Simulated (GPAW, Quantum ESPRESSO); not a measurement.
# Near-edge structure at the As K edge of As (R-3m), part 2 of 4

Aim: the As K edge of As (R-3m) by two routes, a Lanczos recursion (XSpectra) and a sum over empty bands (GPAW), to see which features are robust.

Quantum ESPRESSO 7.5 and GPAW 26.7.0; core-hole supercells, plane-wave PAW PBE.

So far. Step 2 (Ground state of the crystal (Quantum ESPRESSO)): The mesh shows no gap, so the system is treated as a metal and the core electron is put at the Fermi level (neutral cell). Step 3 (Spectrum without a core hole, As atom 1 (Quantum …): Main maxima below 30 eV (height): 3.1 eV (1.65) and 12.7 eV (0.89). A K edge sees empty p states on the absorber.

The database entry behind the starting cell differs from later determinations by our own check (old inner coordinate), so it need not match the best structure at ambient conditions.

## Step 6: Supercell with XCH, As atom 1 (Quantum ESPRESSO)

Level of this step: plane-wave PAW DFT, PBE, scalar-relativistic, self-consistent field (Quantum ESPRESSO).

The holes are 5.6 Å apart. The excited electron is kept in the cell, where it fills the lowest empty states and screens the hole.

scf.in

```
&control
   calculation='scf', prefix='x', pseudo_dir='../pp', outdir='tmp', tprnfor=.true.
/
&system
   ibrav=0, nat=8, ntyp=2, nbnd=25
   ecutwfc=40, ecutrho=220
   occupations='smearing', smearing='mv', degauss=0.015
/
&electrons
   conv_thr=8.0e-08, electron_maxstep=120
   mixing_beta=0.5
/
ATOMIC_SPECIES
As0 1.0 As.pbe-nx-kjpaw-1sch.UPF
As 1.0 As.pbe-nx-kjpaw.UPF
CELL_PARAMETERS angstrom
  0.00000000 -4.34351438 -3.51406199
  -3.76159380 2.17175719 -3.51406199
  3.76159380 2.17175719 -3.51406199
ATOMIC_POSITIONS crystal
As0  0.77400000 0.77400000 0.77400000
As   0.27400000 0.27400000 0.77400000
As   0.27400000 0.77400000 0.27400000
As   0.77400000 0.27400000 0.27400000
As   0.22600000 0.22600000 0.22600000
As   0.72600000 0.72600000 0.22600000
As   0.72600000 0.22600000 0.72600000
As   0.22600000 0.72600000 0.72600000
K_POINTS automatic
5 5 5 0 0 0
```

Run with:

```bash
> OMP_NUM_THREADS=1 mpirun --oversubscribe --bind-to none -np 4 pw.x -nk 4 -in scf.in > scf.out
```

Numbers of over 12 decimals in the logs are rounded to 6 here.

What it wrote:

```text
     [... banner and references ...]
[banner, memory and clock lines left out]
using ibrav=0 with symmetry is DISCOURAGED, use correct ibrav instead

     G-vector sticks info

     bravais-lattice index     =            0
     lattice parameter (alat)  =      10.5579  a.u.
     unit-cell volume          =    1162.3594 (a.u.)^3
     number of atoms/cell      =            8
     number of atomic types    =            2
     number of electrons       =        41.00
     number of Kohn-Sham states=           25
     kinetic-energy cutoff     =      40.0000  Ry
     charge density cutoff     =     220.0000  Ry
     scf convergence threshold =      8.0E-08
     mixing beta               =       0.5000
     number of iterations used =            8  plain     mixing
     Exchange-correlation= SLA  PW   PBX  PBC
                           (   1   4   3   4   0   0   0)

     celldm(1)=  10.557930  celldm(2)=   0.000000  celldm(3)=   0.000000
     celldm(4)=   0.000000  celldm(5)=   0.000000  celldm(6)=   0.000000

     crystal axes: (cart. coord. in units of alat)
               a(1) = (   0.000000  -0.777430  -0.628969 )
               a(2) = (  -0.673274   0.388715  -0.628969 )
               a(3) = (   0.673274   0.388715  -0.628969 )

     reciprocal axes: (cart. coord. in units 2 pi/alat)
               b(1) = (  0.000000 -0.857526 -0.529968 )
               b(2) = ( -0.742639  0.428763 -0.529968 )
               b(3) = (  0.742639  0.428763 -0.529968 )

     PseudoPot. #1 for As:     Pseudo is Projector augmented-wave + core cor, Zval =  6.0

     PseudoPot. #2 for As:     Pseudo is Projector augmented-wave + core cor, Zval =  5.0

[...]
Davidson diagonalization with overlap
     ethr =  2.14E-09,  avg # of iterations =  3.7

     total energy              =   -1393.21952196 Ry
     estimated scf accuracy    <       0.00000011 Ry

     iteration #  8     ecut=    40.00 Ry     beta= 0.50
     Davidson diagonalization with overlap
     ethr =  2.66E-10,  avg # of iterations =  3.4

     End of self-consistent calculation

          k = 0.0000 0.0000-0.0000 (  4981 PWs)   bands (ev):

    -7.8388  -5.6507  -4.6013  -4.6013  -2.6640  -2.0970  -2.0970   1.1516
     1.5995   1.5995   1.8064   3.1127   3.1127   3.1411   3.5601   3.5601
     3.5992   5.0835   5.4711   5.4711   8.7359   9.0579   9.0580   9.2846
    10.3356

     [... bands of 18 further k-points ...]

     the Fermi energy is     8.1603 ev

!    total energy              =   -1393.21952199 Ry
     total all-electron energy =    -35300.288869 Ry
     estimated scf accuracy    <       0.00000003 Ry
     smearing contrib. (-TS)   =      -0.00193907 Ry
     internal energy E=F+TS    =   -1393.21758292 Ry

     The total energy is F=E-TS. E is the sum of the following terms:
     one-electron contribution =      32.96809120 Ry
     hartree contribution      =       6.53162234 Ry
     xc contribution           =     -90.99494865 Ry
     ewald contribution        =    -111.96293704 Ry
     one-center paw contrib.   =   -1229.75941076 Ry

     convergence has been achieved in   8 iterations

     Forces acting on atoms (cartesian axes, Ry/au):

     atom    1 type  1   force =     0.00000000   -0.00000000    0.05299761
     atom    2 type  2   force =     0.00128957    0.00074453    0.01988037
     atom    3 type  2   force =    -0.00128957    0.00074453    0.01988037
[...]
atom    7 type  2   force =    -0.02103998    0.01214744   -0.03187604
     atom    8 type  2   force =    -0.00000000   -0.02429487   -0.03187604

     Total force =     0.095443     Total SCF correction =     0.000114

     XML data file, charge density, pseudopotentials, collected wavefunctions
```

It took 9.8 s on 4 MPI ranks of Intel Xeon Platinum 8488C (Sapphire Rapids), shared host; peak memory 0.11 GiB.

Energy with the hole: -480284.898 eV, cores included.

## Step 7: Spectrum with XCH, As atom 1 (Quantum ESPRESSO)

The Lanczos recursion gives the spectrum without computing empty bands; each polarisation needs a run of its own on the full k mesh. xe0 is set between filled and empty states, and states below it are cut, here at the Fermi level, which holds the excited electron. The file of filecore holds the core orbital, taken from the hole-free data set.

xspectra.in

```
&input_xspectra
   calculation='xanes_dipole', edge='K'
   prefix='x', outdir='tmp', xiabs=1, xe0=8.1603
   xonly_plot=.false., x_save_file='xanes.sav'
   xniter=3000, xcheck_conv=20, xerror=0.005
   xcoordcrys=.false., xepsilon(1)=1, xepsilon(2)=0, xepsilon(3)=0
/
&plot
   xnepoint=501, xemin=-10, xemax=70, terminator=.true., cut_occ_states=.true.
   xgamma=0.4
/
&pseudos
   filecore='../As.wfc'
/
&cut_occ
   cut_desmooth=0.1, cut_stepl=0.05, cut_stepu=0.05, cut_ierror=1e-5
/
4 4 4 0 0 0
```

xspectra_1.in, as its differences from xspectra.in of step 7:

```diff
@@ -5,3 +5,3 @@
    xniter=3000, xcheck_conv=20, xerror=0.005
-   xcoordcrys=.false., xepsilon(1)=1, xepsilon(2)=0, xepsilon(3)=0
+   xcoordcrys=.false., xepsilon(1)=0, xepsilon(2)=0, xepsilon(3)=1
 /
```

Run with:

```bash
> OMP_NUM_THREADS=1 mpirun --oversubscribe --bind-to none -np 4 xspectra.x -nk 4 -in xspectra.in > xspectra.out
```

What it wrote:

```text
     [... banner and references ...]
Reading input_file

     calculation: xanes_dipole

     xepsilon  [cartesian coordinates]:   1.000000   0.000000   0.000000

     xonly_plot: FALSE
        => complete calculation: Lanczos + spectrum plot

     filecore (core-wavefunction file): ../As.wfc

     main plot parameters:
        cut_occ_states: TRUE
        gamma_mode:  constant
        -> using xgamma [eV]:  0.40
        xemin [eV]: -10.00
        xemax [eV]:  70.00
        xnepoint:  501
        xe0 [eV]:   8.160300 (energy zero read in input file)

     WARNING: variable ef_r is obsolete

                      Reading SCF save directory: x.save

     tmp/x.save/

     Exchange-correlation= PBE
                           (   1   4   3   4   0   0   0)

     G-vector sticks info

                           Getting the Fermi energy

     From SCF save directory:
        ehomo [eV]:    8.5108 (highest occupied level)
        elumo [eV]:    8.5389 (lowest occupied level)
        ef    [eV]:    8.5108

     -> ef (in eV) will be written in x_save_file

                           Energy zero of the spectrum

     -> ef will NOT be used as energy zero of the spectrum
       (because xe0 read in input file)

     G-vector sticks info

     bravais-lattice index     =            0
     lattice parameter (alat)  =      10.5579  a.u.
     unit-cell volume          =    1162.3594 (a.u.)^3
     number of atoms/cell      =            8
     number of atomic types    =            2
     number of electrons       =        41.00
     number of Kohn-Sham states=           25
     kinetic-energy cutoff     =      40.0000  Ry
     charge density cutoff     =     220.0000  Ry
     Exchange-correlation= PBE
                           (   1   4   3   4   0   0   0)

     celldm(1)=  10.557930  celldm(2)=   0.000000  celldm(3)=   0.000000
     celldm(4)=   0.000000  celldm(5)=   0.000000  celldm(6)=   0.000000

     crystal axes: (cart. coord. in units of alat)
               a(1) = (   0.000000  -0.777430  -0.628969 )
               a(2) = (  -0.673274   0.388715  -0.628969 )
               a(3) = (   0.673274   0.388715  -0.628969 )

     reciprocal axes: (cart. coord. in units 2 pi/alat)
               b(1) = (  0.000000 -0.857526 -0.529968 )
               b(2) = ( -0.742639  0.428763 -0.529968 )
               b(3) = (  0.742639  0.428763 -0.529968 )

     PseudoPot. #1 for As:     Pseudo is Projector augmented-wave + core cor, Zval =  6.0

     PseudoPot. #2 for As:     Pseudo is Projector augmented-wave + core cor, Zval =  5.0

     atomic species   valence    mass     pseudopotential
     As0               6.00     1.00000     As( 1.00)
     As                5.00     1.00000     As( 1.00)

      6 Sym. Ops. (no inversion) found

   Cartesian axes

     site n.     atom                  positions (alat units)
         1        As0    tau(   1) = (   0.0000000   0.0000000  -1.4604669  )
         2        As     tau(   2) = (   0.3366371   0.1943575  -0.8314975  )
         3        As     tau(   3) = (  -0.3366371   0.1943575  -0.8314975  )
         4        As     tau(   4) = (   0.0000000  -0.3887150  -0.8314975  )
         5        As     tau(   5) = (   0.0000000   0.0000000  -0.4264412  )
         6        As     tau(   6) = (  -0.3366371  -0.1943575  -1.0554106  )
         7        As     tau(   7) = (   0.3366371  -0.1943575  -1.0554106  )
         8        As     tau(   8) = (   0.0000000   0.3887150  -1.0554106  )

     number of k points=    64  Marzari-Vanderbilt smearing, width (Ry)=  0.0150
                       cart. coord. in units 2pi/alat
        k(    1) = (   0.0000000   0.0000000  -0.0000000), wk =   0.0312500
        k(    2) = (   0.1856599   0.1071908  -0.1324919), wk =   0.0312500
        k(    3) = (   0.3713197   0.2143816  -0.2649838), wk =   0.0312500
        k(    4) = (   0.5569796   0.3215723  -0.3974756), wk =   0.0312500
        k(    5) = (  -0.1856599   0.1071908  -0.1324919), wk =   0.0312500
[...]
k(   62) = (  -0.3713197  -0.2143816  -0.9274432), wk =   0.0312500
        k(   63) = (  -0.1856599  -0.1071908  -1.0599350), wk =   0.0312500
        k(   64) = (   0.0000000  -0.0000000  -1.1924269), wk =   0.0312500

     Dense  grid:    63973 G-vectors     FFT dimensions: (  50,  50,  50)

     Smooth grid:    39795 G-vectors     FFT dimensions: (  45,  45,  45)

     The potential is recalculated from file :
     tmp/x.save/charge-density

     Starting wfcs are   32 atomic wfcs
     Checking if some PAW data can be deallocated...

               Reading core wavefunction file for the absorbing atom

     ../As.wfc successfully read

                              Attributing the PAW radii
                     for the absorbing atom [units: Bohr radius]

        PAW proj 1: r_paw(l= 0)= 2.70  (1.5*r_cut)
        PAW proj 2: r_paw(l= 0)= 2.70  (1.5*r_cut)
        PAW proj 3: r_paw(l= 1)= 3.00  (1.5*r_cut)
        PAW proj 4: r_paw(l= 1)= 3.00  (1.5*r_cut)

        NB: The calculation will not necessary use all these r_paw values.
            - For a edge in the electric-dipole approximation,
              only the r_paw(l=1) values are used.
            - For a K edge in the electric-quadrupole approximation,
              only the r_paw(l=2) values are used.

            - For a L2 or L3 edge in the electric-quadrupole approximation,

              all projectors (s, p and d) are used.

                          Starting XANES calculation
                     in the electric dipole approximation

     Method of calculation based on the Lanczos recursion algorithm
        - STEP 1: Construction of a kpoint-dependent Lanczos basis,
          in which the Hamiltonian is tridiagonal (each 'iter'
          corresponds to the calculation of one more Lanczos vector)
        - STEP 2: Calculation of the cross-section as a continued fraction
          averaged over the k-points.

     ... Begin STEP 1 ...

        Radial transition matrix element(s) used in the calculation of the
        initial vector of the Lanczos basis (|tilde{phi}_abs> normalized)
        | For PAW proj. (l=1) #1: radial matrix element =   0.003280934
        | For PAW proj. (l=1) #2: radial matrix element =   0.004836953

NB: the    16 k-point are not all listed below because npool=  4
        |-------------------------------------------------------------
        ! k-point #     1:  ( 0.0000,  0.0000, -0.0000),  0.0312,   1
        |-------------------------------------------------------------
 okvan= T
        |   Norm of the initial Lanczos vector: 0.32593395E-02
        |   Estimated error at iter     20:   1.00497224
        |   Estimated error at iter     40:   0.34275084
        |   Estimated error at iter     60:   0.30452167
        |   Estimated error at iter     80:   0.21846476
        |   Estimated error at iter    100:   0.19129255
[...]
!   => CONVERGED at iter    380 with error=  0.00458038
        |-------------------------------------------------------------
        ! k-point #     2:  ( 0.1857,  0.1072, -0.1325),  0.0312,   1
        |-------------------------------------------------------------
 okvan= T
        |   Norm of the initial Lanczos vector: 0.32593232E-02
[...]
!   => CONVERGED at iter    540 with error=  0.00358193
        |-------------------------------------------------------------
     [... 13 further k-points ...]
        ! k-point #    16:  ( 0.0000,  0.6431, -0.7950),  0.0312,   1
        |-------------------------------------------------------------
 okvan= T
        |   Norm of the initial Lanczos vector: 0.32593461E-02
[...]
|   Estimated error at iter    360:   0.01167811
        |   Estimated error at iter    380:   0.01058995
        |   Estimated error at iter    400:   0.01119801
        !   => CONVERGED at iter    420 with error=  0.00290931

     Results of STEP 1 successfully written in x_save_file
     x_save_file name:
     ->  xanes.sav
     x_save_file version:  2

     ... End STEP 1 ...

     ... Begin STEP 2 ...

     The spectrum is calculated using the following parameters:
        xe0 [eV]:    8.1603
        the occupied states are elimintate from the spectrum
        xemin [eV]: -10.00
        xemax [eV]:  70.00
        xnepoint:  501
        constant broadening parameter [eV]:    0.400
        Core level energy [eV]: -0.1187E+05
         (from electron binding energy of neutral atoms in X-ray data booklet)

     Cross-section successfully written in xanes.dat

     ... End STEP 2 ...

                                END JOB XSpectra
```

Elapsed: 42 s, on 4 MPI ranks; peak memory 0.08 GiB; 2.8 min of CPU time.

The As K spectrum, As atom 1, excited-electron core hole (neutral cell) (energy from the energy zero of the input (xe0, at the border of filled and empty states); intensity scaled to a mean of 1 over the first 20 eV; folded afterwards to Lorentzian half width 1.07 eV up to 4 eV, rising linearly to 1.75 eV at 25 eV; the points at xe0, where the cut of filled states can leave a spike, are interpolated; polarised curves are means over the symmetry-equivalent atoms):

```tsv
E (eV)	isotropic	ε ⊥ c	ε ∥ c
-2.0	0.30	0.31	0.29
-0.5	0.80	0.81	0.79
1.0	1.78	1.79	1.76
2.5	1.71	1.84	1.46
4.0	1.23	1.23	1.22
5.5	0.94	0.90	1.02
7.0	0.69	0.73	0.61
8.5	0.65	0.70	0.56
10.0	0.84	0.89	0.75
11.5	0.97	0.98	0.95
13.0	0.86	0.87	0.85
14.5	0.81	0.78	0.86
16.0	0.87	0.83	0.96
17.5	0.86	0.84	0.90
19.0	0.83	0.81	0.86
20.5	0.83	0.83	0.82
22.0	0.84	0.83	0.85
23.5	0.86	0.86	0.86
25.0	0.83	0.82	0.85
26.5	0.80	0.78	0.83
28.0	0.80	0.79	0.82
29.5	0.86	0.85	0.88
31.0	0.89	0.89	0.91
```

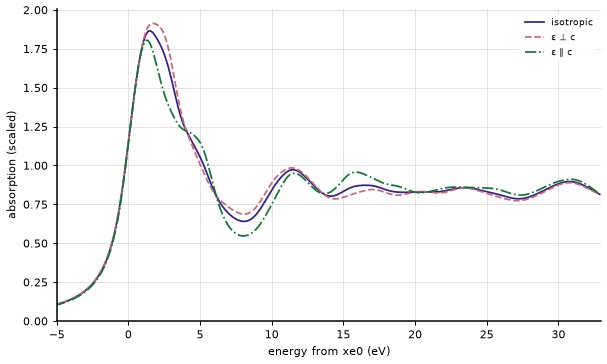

The As K edge, As atom 1, excited-electron core hole (neutral cell): main maxima at 1.5, 11.4 and 16.6 eV.

Main maxima below 30 eV (height): 1.5 eV (1.87), 11.4 eV (0.97) and 16.6 eV (0.87). 

## Step 8: The field without a hole (GPAW)

The second program starts from its own ground state, on the same cell and functional.

scf.py

```python
import numpy as np
from ase import Atoms
from ase.parallel import parprint, paropen
from gpaw import GPAW, PW, FermiDirac, Mixer, MixerDif, setup_paths
from gpaw.test import gen
setup_paths.insert(0, '.')
gen('As', name='nch1s', xcname='PBE', corehole=(1, 0, 0), write_xml=True)
from gpaw.mpi import world
world.barrier()

atoms = Atoms('As2',
    cell=[[1.8807969, 1.0858786, 3.51406199],
     [-1.8807969, 1.0858786, 3.51406199],
     [0, -2.17175719, 3.51406199]],
    scaled_positions=[[0.226, 0.226, 0.226],
     [0.774, 0.774, 0.774]],
    pbc=True)
atoms.calc = calc = GPAW(legacy_gpaw=True, mode=PW(500, force_complex_dtype=True), xc='PBE', setups={0: 'nch1s'},
    kpts={'size': (8, 8, 8), 'gamma': True}, occupations=FermiDirac(0.05),
    charge=0, mixer=Mixer(0.1, 5, 50), maxiter=150,
    convergence={'density': 0.0001, 'eigenstates': 1e-6}, txt='scf.txt')
energy = atoms.get_potential_energy() + calc.get_reference_energy()
ef = calc.get_fermi_level()
out = dict(energy=energy, fermi=ef, forces=atoms.get_forces().tolist())
parprint(f'all-electron energy {energy:.4f} eV, Fermi level {ef:.4f} eV')
ev = np.array([[calc.get_eigenvalues(k, s) for k in range(len(calc.get_ibz_k_points()))] for s in range(calc.get_number_of_spins())])
out['homo'], out['lumo'], out['counts'] = ev[ev < ef].max(), ev[ev > ef].min(), sorted(set((ev < ef).sum((0, 2)).tolist()))
out['filled'] = (ev[:, 0] < ef).sum(1).tolist()
import json
with paropen('out.json', 'w') as f:
    json.dump(out, f)
```

Run with:

```bash
> OMP_NUM_THREADS=1 mpirun -n 4 gpaw python scf.py
```

What it wrote:

```text
Input parameters:
  convergence: {density: 0.0001,
                eigenstates: 1e-06}
  kpts: {gamma: True,
         size: (8, 8, 8)}
  maxiter: 150
  mixer: {backend: pulay,
          beta: 0.1,
          method: separate,
          nmaxold: 5,
          weight: 50}
  mode: {ecut: 500.0,
         force_complex_dtype: True,
         name: pw}
  occupations: {fixmagmom: False,
                name: fermi-dirac,
[...]
4s(2) :    -0.532368     1.194216
*s    :     0.467632
4p(3) :    -0.190938     1.022597
*p    :     0.809062
*d    :     0.000000
--------------------------------

Diagonalizing with gridspacing h=0.050

state   all-electron     PAW
-------------------------------
4s:      -0.532368    -0.532674
4p:      -0.190938    -0.191179
*d:                    0.035724
*f:                    0.070513
-------------------------------
all-electron energy -123015.2617 eV, Fermi level 7.1710 eV
[key lines of the parts left out:]
Converged after 11 iterations.
Dipole moment: (-0.000000, -0.000000, 0.000000) |e|*Ang
Free energy:     -9.314655
Fermi level: 7.17103
```

Wall time 10 s (4 MPI ranks); peak memory 0.18 GiB.

The mesh shows no gap, so the system is treated as a metal and the core electron is put at the Fermi level (neutral cell).

(Continued in part 3 of 4.)

[Banner, clock and machine lines of the logs are left out without a mark of their own.]

[Logs are printed without paths, hosts, clocks, repeated set-up lines and the standing remarks that a program may print on its own settings, such as how far it seeks lower states.]

[Hosts, paths, dates, database ids (printed as entryN), source tags and the programs' standing remarks are cut or masked in the printed files.]

[Lists of maxima count a maximum above −3 eV only where it reaches 4 % of the highest in the window and stands out from its surroundings by 2 % of it (1.5 % where it reaches 55 %); shoulders and weaker maxima are passed over, and of the rest the first, up to two pre-edge ones and the few strongest are named.]
